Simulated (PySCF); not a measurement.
Consider CaSb (quartet).

```json
{"atom": "Ca", "x (Å)": "0.0000", "y (Å)": "0.0000", "z (Å)": "-2.3284"}
{"atom": "Sb", "x (Å)": "0.0000", "y (Å)": "0.0000", "z (Å)": "0.7696"}
```

Core potentials replace the inner electrons of Sb.

All numbers below come from PBE0/def2-SVP, non-relativistic Hamiltonian with scalar-relativistic core potentials where named, at a bond length of 3.098 Å (PySCF 2.14.0).

Question: What can the converged electron density, electron localisation function and spin density tell about the bonding?

Answer: Ca–Sb (3.10 Å): the density is about 0.24 e/Å³ at the midpoint; the ELF peaks at about 0.80 in the valence shell of Sb, 1.4 Å from its nucleus, and drops to about 0.25 between the two atoms.
The unpaired spin (3 electrons) lies mostly on Sb2 (about 2.0) and Ca1 (about 1.0), in electrons by Hirshfeld's partition.

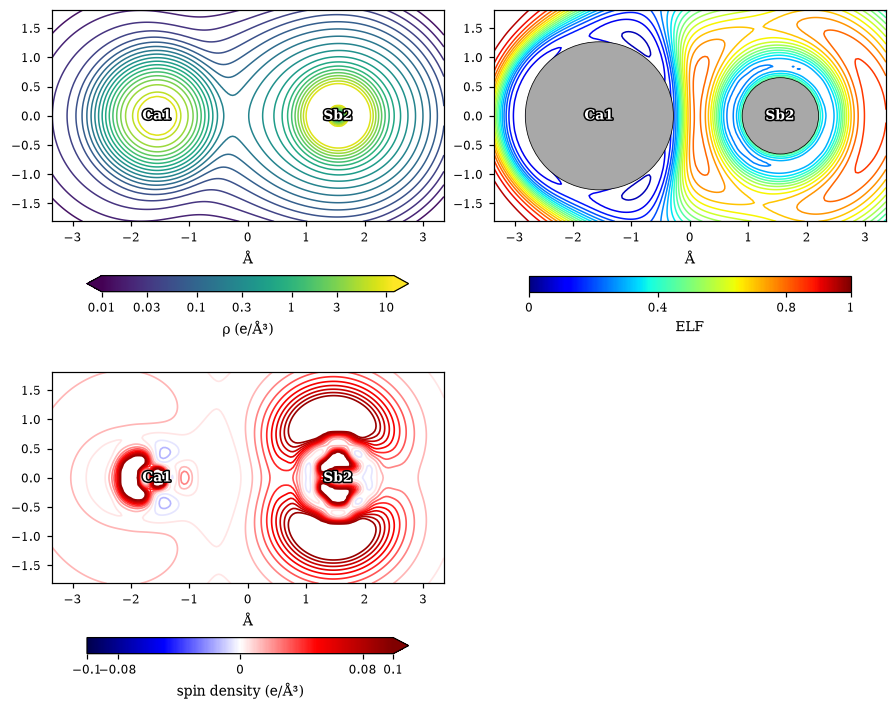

Computed electron density, electron localisation function and spin density on a plane that holds the molecular axis, in this order. Grey discs cover the atomic cores in the ELF map. 
